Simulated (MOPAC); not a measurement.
**Run report: C₂H₆O₃S, frequency calculation (part 3 of 3)**

The same run, continued: C₂H₆O₃S (dimethyl sulfite), SMILES COS(=O)OC; PM6, closed shell (MOPAC 23.2.5). The geometry was optimised with PM6.

Geometry of the input (Å):
```
C  -1.1458  -1.3171  0.7012
O  -0.3004  -1.2978  -0.4492
S  1.3029  -0.7774  -0.1405
O  1.8413  -0.6087  -1.4784
O  0.9212  0.7166  0.5161
C  0.3663  1.7245  -0.3376
H  -2.1429  -1.5175  0.2813
H  -1.1433  -0.3490  1.2178
H  -0.8533  -2.1292  1.3751
H  1.0484  1.9301  -1.1723
H  -0.6152  1.4060  -0.7070
H  0.2773  2.6022  0.3144
```

**Output, continued**
```
 VIBRATION          1    1A           ATOM PAIR      ENERGY CONTRIBUTION    RADIAL
 FREQUENCY            59.42         O  5 -- C  6         +15.5% (580.0%)      0.0%
 TRANSITION DIPOLE   0.4146         S  3 -- C  6         +12.5% (521.0%)      0.1%
 TRAVEL (Ang.)       0.6226         C  6 -- H 12         +12.5% (520.7%)      3.7%
 REDUCED MASS        2.9272         C  6 -- H 10         +10.3% (472.5%)     44.7%
 EFFECTIVE MASS    348.7154
 FORCE CONSTANT      0.0061

 VIBRATION          2    2A           ATOM PAIR      ENERGY CONTRIBUTION    RADIAL
 FREQUENCY            82.23         C  1 -- S  3         +12.7% (617.0%)      4.9%
 TRANSITION DIPOLE   0.2149         C  1 -- O  2         +12.7% (615.4%)      0.0%
 TRAVEL (Ang.)       0.7224         C  1 -- H  7         +11.2% (578.7%)      0.0%
 REDUCED MASS        1.5715         C  6 -- H 12         +10.6% (563.8%)      2.2%
 EFFECTIVE MASS    400.0639
 FORCE CONSTANT      0.0063

 VIBRATION          3    3A           ATOM PAIR      ENERGY CONTRIBUTION    RADIAL
 FREQUENCY           103.25         C  6 -- H 10         +24.2% (503.5%)     10.7%
 TRANSITION DIPOLE   0.0608         C  6 -- H 11         +24.0% (500.5%)      9.9%
 TRAVEL (Ang.)       0.0000         C  6 -- H 12         +23.2% (492.8%)      0.1%
 REDUCED MASS        0.2856         O  5 -- C  6          +4.8% (224.8%)      0.0%
 EFFECTIVE MASS     52.2092
 FORCE CONSTANT      0.0018

 VIBRATION          4    4A           ATOM PAIR      ENERGY CONTRIBUTION    RADIAL
 FREQUENCY           120.10         C  1 -- H  7         +27.1% (423.9%)      0.2%
 TRANSITION DIPOLE   0.0937         C  1 -- H  9         +26.3% (417.3%)      1.3%
 TRAVEL (Ang.)       0.0000         C  1 -- H  8         +26.1% (416.2%)      0.1%
 REDUCED MASS        0.2737         C  6 -- H 11          +4.5% (172.9%)     93.0%
 EFFECTIVE MASS     19.3911
 FORCE CONSTANT      0.0023

 VIBRATION          5    5A           ATOM PAIR      ENERGY CONTRIBUTION    RADIAL
 FREQUENCY           177.45         O  5 -- C  6         +15.6% (250.3%)      0.7%
 TRANSITION DIPOLE   0.8495         S  3 -- C  6         +15.0% (245.4%)     38.9%
 TRAVEL (Ang.)       0.3994         C  6 -- H 10         +14.2% (238.4%)      8.7%
 REDUCED MASS        2.3819         C  6 -- H 11         +12.8% (226.2%)     19.1%
 EFFECTIVE MASS     64.1872
 FORCE CONSTANT      0.0442

 VIBRATION          6    6A           ATOM PAIR      ENERGY CONTRIBUTION    RADIAL
 FREQUENCY           205.75         C  1 -- O  2         +11.7% (177.7%)      0.3%
 TRANSITION DIPOLE   0.4610         C  1 -- S  3         +11.5% (176.4%)     20.0%
 TRAVEL (Ang.)       0.3518         O  5 -- C  6         +11.4% (175.8%)      0.4%
 REDUCED MASS        2.6473         S  3 -- C  6         +10.2% (165.7%)     19.3%
 EFFECTIVE MASS     49.7515
 FORCE CONSTANT      0.0660

 VIBRATION          7    7A           ATOM PAIR      ENERGY CONTRIBUTION    RADIAL
 FREQUENCY           294.68         S  3 -- O  5         +13.7% ( 85.0%)      0.2%
 TRANSITION DIPOLE   1.5435         C  1 -- O  2         +11.1% ( 76.3%)      0.0%
 TRAVEL (Ang.)       0.2356         C  1 -- S  3         +10.1% ( 73.1%)     14.6%
 REDUCED MASS        4.1217         S  3 -- O  4          +9.3% ( 70.0%)      0.0%
 EFFECTIVE MASS     21.7870
 FORCE CONSTANT      0.2109

 VIBRATION          8    8A           ATOM PAIR      ENERGY CONTRIBUTION    RADIAL
 FREQUENCY           360.12         C  1 -- S  3         +19.5% (149.9%)     98.3%
 TRANSITION DIPOLE   0.4487         C  1 -- O  2         +15.8% (135.1%)      0.7%
 TRAVEL (Ang.)       0.2452         C  1 -- H  8         +15.6% (134.0%)      6.5%
 REDUCED MASS        3.1140         C  1 -- H  9         +14.0% (126.8%)      1.6%
 EFFECTIVE MASS     25.2870         O  2 -- S  3         +12.6% (120.3%)      0.5%
 FORCE CONSTANT      0.2379         C  1 -- H  7         +11.8% (116.7%)     36.9%

 VIBRATION          9    9A           ATOM PAIR      ENERGY CONTRIBUTION    RADIAL
 FREQUENCY           436.20         S  3 -- O  5         +17.1% ( 95.4%)      0.0%
 TRANSITION DIPOLE   1.4537         S  3 -- C  6         +16.6% ( 94.1%)     92.1%
 TRAVEL (Ang.)       0.1703         O  5 -- C  6         +13.5% ( 84.6%)      0.2%
 REDUCED MASS        5.3285         O  2 -- S  3          +8.5% ( 67.4%)      0.8%
 EFFECTIVE MASS     22.9858
 FORCE CONSTANT      0.5974

 VIBRATION         10   10A           ATOM PAIR      ENERGY CONTRIBUTION    RADIAL
 FREQUENCY           624.41         S  3 -- O  5         +26.9% ( 89.0%)     89.3%
 TRANSITION DIPOLE   3.4643         O  2 -- S  3         +15.5% ( 67.7%)     65.0%
 TRAVEL (Ang.)       0.1225         O  5 -- C  6         +13.1% ( 62.2%)      0.1%
 REDUCED MASS        7.2006         S  3 -- C  6         +10.5% ( 55.8%)     70.1%
 EFFECTIVE MASS     21.7872
 FORCE CONSTANT      1.6541

 VIBRATION         11   11A           ATOM PAIR      ENERGY CONTRIBUTION    RADIAL
 FREQUENCY           680.68         O  2 -- S  3         +25.9% ( 86.5%)     89.1%
 TRANSITION DIPOLE   2.4390         S  3 -- O  5         +13.2% ( 61.9%)     60.5%
 TRAVEL (Ang.)       0.1207         C  1 -- O  2         +11.1% ( 56.7%)      1.0%
 REDUCED MASS        6.7959         S  3 -- C  6          +9.9% ( 53.5%)     60.7%
 EFFECTIVE MASS     21.3323
 FORCE CONSTANT      1.8552

 VIBRATION         12   12A           ATOM PAIR      ENERGY CONTRIBUTION    RADIAL
 FREQUENCY          1075.85         C  1 -- H  9         +19.4% ( 56.2%)     16.6%
 TRANSITION DIPOLE   0.3316         C  6 -- H 11         +17.6% ( 53.6%)     12.9%
 TRAVEL (Ang.)       0.4226         C  6 -- H 10         +12.2% ( 44.7%)     11.3%
 REDUCED MASS        0.3509         C  1 -- H  8         +11.0% ( 42.4%)      5.3%
 EFFECTIVE MASS      4.3935
 FORCE CONSTANT      0.2393

 VIBRATION         13   13A           ATOM PAIR      ENERGY CONTRIBUTION    RADIAL
 FREQUENCY          1079.61         C  1 -- H  9         +21.1% ( 58.7%)      9.7%
 TRANSITION DIPOLE   0.2248         C  6 -- H 11         +16.8% ( 52.5%)     14.4%
 TRAVEL (Ang.)       0.4299         C  6 -- H 10         +15.6% ( 50.6%)     10.7%
 REDUCED MASS        0.3379         C  1 -- H  7         +11.1% ( 42.7%)     10.4%
 EFFECTIVE MASS      3.3809
 FORCE CONSTANT      0.2320

 VIBRATION         14   14A           ATOM PAIR      ENERGY CONTRIBUTION    RADIAL
 FREQUENCY          1082.37         C  6 -- H 12         +28.4% ( 72.8%)     44.4%
 TRANSITION DIPOLE   0.4090         C  6 -- H 10         +21.5% ( 63.4%)      1.5%
 TRAVEL (Ang.)       0.2174         O  5 -- C  6         +18.8% ( 59.2%)     49.0%
 REDUCED MASS        1.3182         C  6 -- H 11         +15.3% ( 53.6%)      0.0%
 EFFECTIVE MASS      5.8380
 FORCE CONSTANT      0.9099

 VIBRATION         15   15A           ATOM PAIR      ENERGY CONTRIBUTION    RADIAL
 FREQUENCY          1086.41         S  3 -- O  4         +46.6% ( 88.9%)     99.9%
 TRANSITION DIPOLE   3.0770         C  1 -- S  3          +7.4% ( 35.5%)     32.2%
 TRAVEL (Ang.)       0.0972         S  3 -- C  6          +7.3% ( 35.1%)      5.6%
 REDUCED MASS        6.5712         O  2 -- S  3          +7.2% ( 35.0%)      8.8%
 EFFECTIVE MASS     18.2988
 FORCE CONSTANT      4.5696

 VIBRATION         16   16A           ATOM PAIR      ENERGY CONTRIBUTION    RADIAL
 FREQUENCY          1097.95         C  1 -- H  8         +30.9% ( 71.8%)      7.9%
 TRANSITION DIPOLE   0.2423         C  1 -- H  7         +29.1% ( 69.7%)     21.0%
 TRAVEL (Ang.)       0.2725         C  1 -- H  9         +13.5% ( 47.5%)      1.0%
 REDUCED MASS        0.8270         C  1 -- O  2         +12.9% ( 46.5%)     14.9%
 EFFECTIVE MASS      4.2704
 FORCE CONSTANT      0.5874

 VIBRATION         17   17A           ATOM PAIR      ENERGY CONTRIBUTION    RADIAL
 FREQUENCY          1121.54         O  5 -- C  6         +28.7% ( 83.7%)     94.7%
 TRANSITION DIPOLE   1.5646         C  6 -- H 12         +16.8% ( 64.0%)      0.1%
 TRAVEL (Ang.)       0.1314         S  3 -- C  6         +11.4% ( 52.6%)     42.1%
 REDUCED MASS        3.4803         C  6 -- H 11         +11.3% ( 52.4%)     20.3%
 EFFECTIVE MASS     11.4699         C  6 -- H 10         +11.2% ( 52.3%)     27.3%
 FORCE CONSTANT      2.5793

 VIBRATION         18   18A           ATOM PAIR      ENERGY CONTRIBUTION    RADIAL
 FREQUENCY          1147.16         C  1 -- O  2         +31.1% ( 86.3%)     99.7%
 TRANSITION DIPOLE   1.0439         C  1 -- H  7         +13.0% ( 55.8%)      1.0%
 TRAVEL (Ang.)       0.1213         C  1 -- S  3         +12.3% ( 54.3%)     51.5%
 REDUCED MASS        3.9926         C  1 -- H  9         +10.8% ( 51.0%)     14.9%
 EFFECTIVE MASS     13.8338         C  1 -- H  8         +10.6% ( 50.5%)     18.4%
 FORCE CONSTANT      3.0957

 VIBRATION         19   19A           ATOM PAIR      ENERGY CONTRIBUTION    RADIAL
 FREQUENCY          1243.23         C  6 -- H 12         +46.5% ( 59.0%)      0.0%
 TRANSITION DIPOLE   0.4098         C  6 -- H 11         +25.4% ( 43.6%)      5.5%
 TRAVEL (Ang.)       0.3832         C  6 -- H 10         +21.0% ( 39.6%)      9.0%
 REDUCED MASS        0.3693         S  3 -- C  6          +3.0% ( 15.0%)      1.3%
 EFFECTIVE MASS      1.3555
 FORCE CONSTANT      0.3363

 VIBRATION         20   20A           ATOM PAIR      ENERGY CONTRIBUTION    RADIAL
 FREQUENCY          1247.42         C  1 -- H  8         +38.0% ( 54.0%)      0.1%
 TRANSITION DIPOLE   0.4510         C  1 -- H  9         +17.7% ( 36.9%)      6.0%
 TRAVEL (Ang.)       0.4654         C  1 -- H  7         +14.2% ( 33.0%)     10.6%
 REDUCED MASS        0.2496         C  6 -- H 10         +11.9% ( 30.2%)      0.3%
 EFFECTIVE MASS      1.4460
 FORCE CONSTANT      0.2288

 VIBRATION         21   21A           ATOM PAIR      ENERGY CONTRIBUTION    RADIAL
 FREQUENCY          1249.68         C  6 -- H 11         +22.0% ( 41.0%)      1.4%
 TRANSITION DIPOLE   0.4912         C  6 -- H 10         +21.7% ( 40.8%)      1.4%
 TRAVEL (Ang.)       0.5263         C  1 -- H  7         +20.5% ( 39.6%)      0.1%
 REDUCED MASS        0.1948         C  1 -- H  8         +14.1% ( 32.8%)      3.2%
 EFFECTIVE MASS      1.4259
 FORCE CONSTANT      0.1792

 VIBRATION         22   22A           ATOM PAIR      ENERGY CONTRIBUTION    RADIAL
 FREQUENCY          1250.69         C  1 -- H  9         +36.1% ( 52.4%)      0.3%
 TRANSITION DIPOLE   0.2183         C  1 -- H  7         +23.8% ( 42.6%)      3.2%
 TRAVEL (Ang.)       0.4622         C  1 -- H  8         +11.3% ( 29.3%)     17.9%
 REDUCED MASS        0.2524         C  6 -- H 10         +10.1% ( 27.8%)      0.9%
 EFFECTIVE MASS      1.4111
 FORCE CONSTANT      0.2326

 VIBRATION         23   23A           ATOM PAIR      ENERGY CONTRIBUTION    RADIAL
 FREQUENCY          1334.32         C  6 -- H 10         +31.7% ( 54.1%)      0.4%
 TRANSITION DIPOLE   0.2801         C  6 -- H 11         +30.7% ( 53.3%)      0.6%
 TRAVEL (Ang.)       0.3938         C  6 -- H 12         +25.6% ( 48.7%)      0.6%
 REDUCED MASS        0.3259         S  3 -- C  6          +4.1% ( 19.5%)     87.3%
 EFFECTIVE MASS      1.7175
 FORCE CONSTANT      0.3419

 VIBRATION         24   24A           ATOM PAIR      ENERGY CONTRIBUTION    RADIAL
 FREQUENCY          1339.63         C  1 -- H  8         +33.2% ( 55.7%)      0.5%
 TRANSITION DIPOLE   0.2468         C  1 -- H  9         +30.4% ( 53.3%)      0.8%
 TRAVEL (Ang.)       0.3899         C  1 -- H  7         +24.6% ( 48.0%)      0.5%
 REDUCED MASS        0.3312         C  1 -- S  3          +4.3% ( 20.0%)     77.9%
 EFFECTIVE MASS      1.6975
 FORCE CONSTANT      0.3502

 VIBRATION         25   25A           ATOM PAIR      ENERGY CONTRIBUTION    RADIAL
 FREQUENCY          2664.72         C  1 -- H  8         +71.2% ( 87.3%)     99.8%
 TRANSITION DIPOLE   0.5237         C  1 -- H  9         +17.6% ( 43.4%)     88.2%
 TRAVEL (Ang.)       0.2093         C  1 -- H  7          +9.1% ( 31.2%)     74.9%
 REDUCED MASS        0.5779         C  1 -- S  3          +0.9% ( 10.1%)      6.2%
 EFFECTIVE MASS      1.4741
 FORCE CONSTANT      2.4177

 VIBRATION         26   26A           ATOM PAIR      ENERGY CONTRIBUTION    RADIAL
 FREQUENCY          2666.06         C  6 -- H 10         +57.2% ( 78.3%)     98.8%
 TRANSITION DIPOLE   0.5328         C  6 -- H 11         +38.9% ( 64.6%)     96.4%
 TRAVEL (Ang.)       0.2228         C  6 -- H 12          +1.8% ( 13.9%)     22.0%
 REDUCED MASS        0.5093         S  3 -- C  6          +0.9% ( 10.0%)      0.8%
 EFFECTIVE MASS      1.4750
 FORCE CONSTANT      2.1330

 VIBRATION         27   27A           ATOM PAIR      ENERGY CONTRIBUTION    RADIAL
 FREQUENCY          2673.65         C  1 -- H  9         +49.2% ( 72.6%)     97.5%
 TRANSITION DIPOLE   0.5933         C  1 -- H  7         +47.0% ( 70.9%)     98.3%
 TRAVEL (Ang.)       0.2267         C  1 -- H  8          +2.0% ( 14.5%)     22.4%
 REDUCED MASS        0.4907         C  1 -- S  3          +0.9% (  9.9%)     16.1%
 EFFECTIVE MASS      1.4630
 FORCE CONSTANT      2.0667

 VIBRATION         28   28A           ATOM PAIR      ENERGY CONTRIBUTION    RADIAL
 FREQUENCY          2680.31         C  6 -- H 12         +53.6% ( 75.8%)     99.4%
 TRANSITION DIPOLE   0.6111         C  6 -- H 11         +30.9% ( 57.5%)     93.3%
 TRAVEL (Ang.)       0.2413         C  6 -- H 10         +13.5% ( 38.0%)     80.8%
 REDUCED MASS        0.4319         S  3 -- C  6          +1.0% ( 10.1%)     19.2%
 EFFECTIVE MASS      1.4727
 FORCE CONSTANT      1.8281

 VIBRATION         29   29A           ATOM PAIR      ENERGY CONTRIBUTION    RADIAL
 FREQUENCY          2751.64         C  1 -- H  7         +42.5% ( 62.8%)     97.3%
 TRANSITION DIPOLE   0.3563         C  1 -- H  9         +30.7% ( 53.4%)     96.1%
 TRAVEL (Ang.)       0.2751         C  1 -- H  8         +23.3% ( 46.5%)     94.3%
 REDUCED MASS        0.3238         C  6 -- H 12          +1.3% ( 11.0%)     97.1%
 EFFECTIVE MASS      1.1027
 FORCE CONSTANT      1.4446

 VIBRATION         30   30A           ATOM PAIR      ENERGY CONTRIBUTION    RADIAL
 FREQUENCY          2753.33         C  6 -- H 12         +43.4% ( 63.4%)     97.4%
 TRANSITION DIPOLE   0.3783         C  6 -- H 11         +27.2% ( 50.2%)     95.3%
 TRAVEL (Ang.)       0.2749         C  6 -- H 10         +26.0% ( 49.1%)     95.1%
 REDUCED MASS        0.3241         C  1 -- H  7          +1.4% ( 11.5%)     97.7%
 EFFECTIVE MASS      1.0996
 FORCE CONSTANT      1.4476

      SYMMETRY NUMBER FOR POINT-GROUP C1  =  1

          SYSTEM IS A GROUND STATE

 COS(=O)OC

          MOLECULE IS NOT LINEAR

          THERE ARE 30 GENUINE VIBRATIONS IN THIS SYSTEM
          THIS THERMODYNAMICS CALCULATION IS LIMITED TO
          MOLECULES WHICH HAVE NO INTERNAL ROTATIONS

                    CALCULATED THERMODYNAMIC PROPERTIES
                                          *
   TEMP. (K)   PARTITION FUNCTION   H.O.F.    ENTHALPY  HEAT CAPACITY ENTROPY
                                   KCAL/MOL   CAL/MOLE    CAL/K/MOL  CAL/K/MOL

 298.00  VIB.     0.4078D+03                  3592.4466    20.9255    23.9999
         ROT.     0.1878D+06                   888.2803     2.9808    27.1116
         INT.     0.7658D+08                  4480.7269    23.9063    51.1115
         TRA.     0.1117D+28                  1480.4672     4.9680    40.0033
         TOT.                     -120.644    5961.1940    28.8743    91.1148

 298.00  VIB.     0.4078D+03                  3592.4466    20.9255    23.9999
         ROT.     0.1878D+06                   888.2803     2.9808    27.1116
         INT.     0.7658D+08                  4480.7269    23.9063    51.1115
         TRA.     0.1117D+28                  1480.4672     4.9680    40.0033
         TOT.                     -120.644    5961.1940    28.8743    91.1148

 398.00  VIB.     0.2892D+04                  5957.9793    26.3335    30.8070
         ROT.     0.2898D+06                  1186.3609     2.9808    27.9741
         INT.     0.8381D+09                  7144.3402    29.3143    58.7811
         TRA.     0.1725D+28                  1977.2682     4.9680    41.4409
         TOT.                     -117.484    9121.6085    34.2823   100.2220

   *: NOTE: HEATS OF FORMATION ARE RELATIVE TO THE
            ELEMENTS IN THEIR STANDARD STATE AT 298K
              (=  Standard Enthalpy of Formation).

            Hvib:  Zero-point energy is not included.
                   frequencies of less than zero cm-1 are not included.
            Hrot = (3/2)RT
            Htra = (3/2)RT + pV = (5/2)RT

            Heat capacity is Cp, not Cv

           FORCE CONSTANT IN CARTESIAN COORDINATES (Millidynes/A)

    ATOM   CHEMICAL       X               Y               Z
   NUMBER   SYMBOL  FORCE CONSTANT  FORCE CONSTANT  FORCE CONSTANT

      1       C        6.692324        6.318320        6.082229
      2       O        6.495015        3.332886        0.655994
      3       S        8.070324        3.622715        3.823333
      4       O        7.387884        0.607992        0.492425
      5       O        1.885641        2.277125        6.114770
      6       C        6.247737        6.326260        6.416733
      7       H        0.983979        3.767262        0.594172
      8       H        1.288640        1.598096        2.457381
      9       H        1.216712        0.866640        3.267486
     10       H        3.906013        0.601551        0.830724
     11       H        0.784443        3.816775        0.742160
     12       H        1.447866        1.523347        2.381999

 *                    *
 * JOB ENDED NORMALLY *
 *                    *

 TOTAL JOB TIME:             0.46 SECONDS

 == MOPAC DONE ==
```

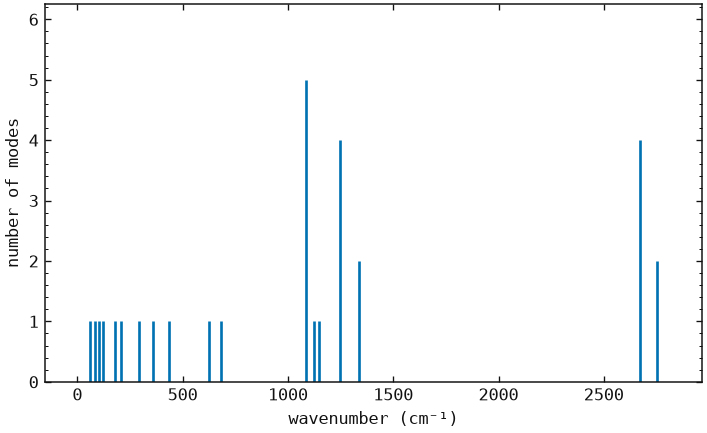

Figure 1. Harmonic vibrational wavenumbers from the force constants; neighbouring modes closer than 12 cm⁻¹ are counted in one stick. 30 modes from 59 to 2753 cm⁻¹, none imaginary.

**Results in brief**

| quantity | value |
| --- | --- |
| outcome | converged |
| heat of formation | −120.64 kcal/mol |
| basis functions | 35 |
| zero-point energy | 0.079029 hartree |
| wavenumbers, lowest and highest | 59 and 2753 cm⁻¹ |
| peak memory | 0.074 GiB |

MOPAC's energies along a path are heats of formation.
